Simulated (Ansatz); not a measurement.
H2OSTe

```xyz
5

O    -1.3257   -1.1160   -0.1416
S    -0.5989   -0.0890    0.9126
Te    0.8439    1.3347   -0.2482
H    -1.2799   -0.7083   -1.0221
H    -1.6629    0.7246    1.1264
```

Geometry: PBE0-D4/def2-TZVP; core potentials replace the inner electrons of Te.

These are results of Ansatz, RKS PBE0-D4/def2-TZVPP, not measurements.

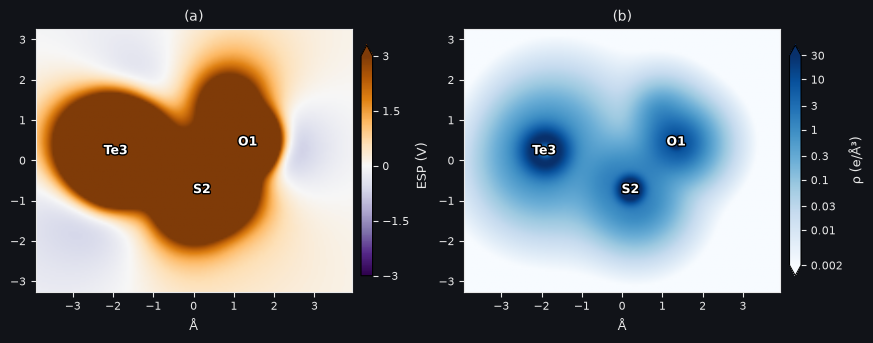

Figure 1. (a) electrostatic potential; (b) electron density on the plane of atoms O1, S2 and Te3.

Q: What do the fields say about this system?

A:
- The plane passes through O, S and Te nuclei.
- S–O (1.64 Å): ρ is about 1.5 e/Å³ halfway.
- Te–S (2.34 Å): the density is about 0.69 e/Å³ at the midpoint.
- Outside the dense part of the molecule the potential is most negative (−0.7 V) near O1.

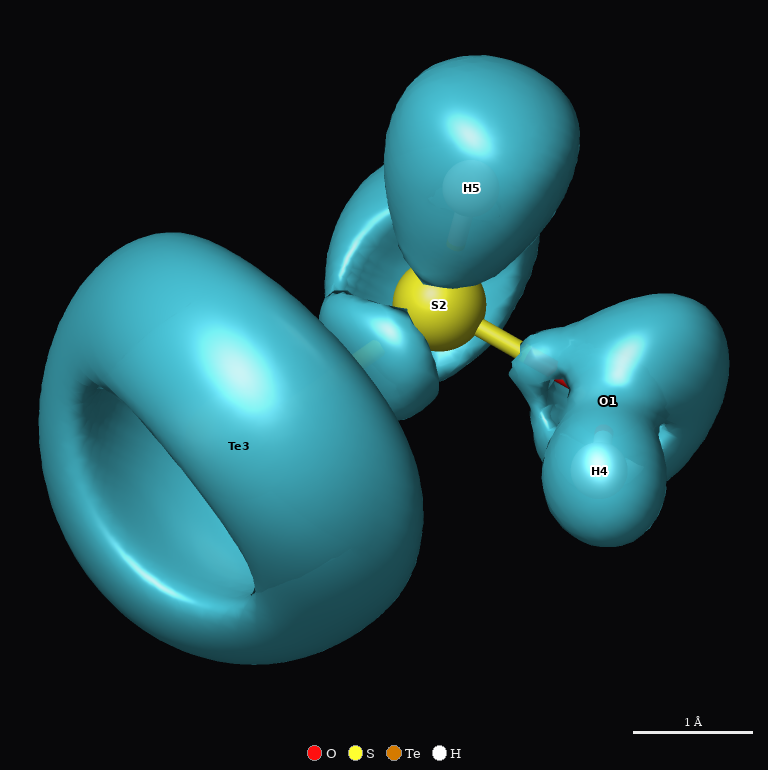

Figure 2. Isosurface of the ELF at 0.75 (cyan), seen at a tilt. Only the valence region is drawn (cores and ρ < 0.01 e/Å³ removed).

Q: Where are the electrons localised?

A: The ELF exceeds this value in one region wrapped around Te (its valence shell), one joined region spread over several atoms (H, O), in which their bonds and any lone pairs are merged and one joined region spread over several atoms (H, S), in which their bonds and any lone pairs are merged.


S–O (1.64 Å): the ELF peaks at about 0.80 between the atoms (a shared but strongly polarised pair). Te–S (2.34 Å): the ELF peaks at about 0.90 between the atoms: localised, covalent bonding.

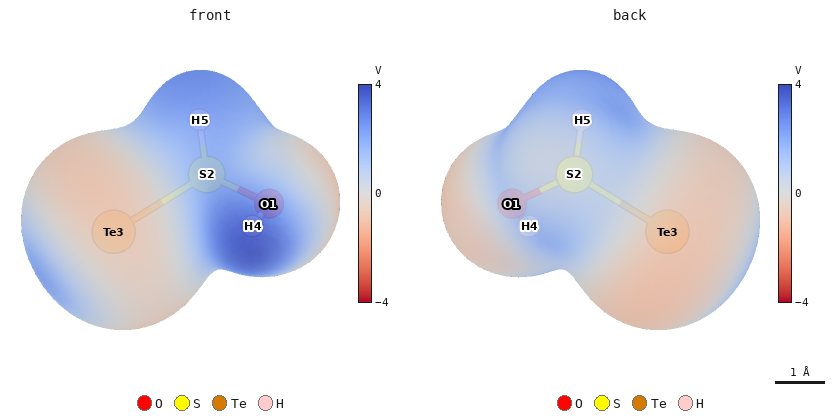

Figure 3. The electrostatic potential painted on the density surface at 0.004 e/bohr³, seen from the front and from behind; red is negative and blue positive.

Q: Describe the electrostatic potential map.

A: The most negative region (about −1.0 V, or −23 kcal/mol for a unit charge) lies over Te3, the most positive (about +3.7 V, or +85 kcal/mol for a unit charge) over H4.
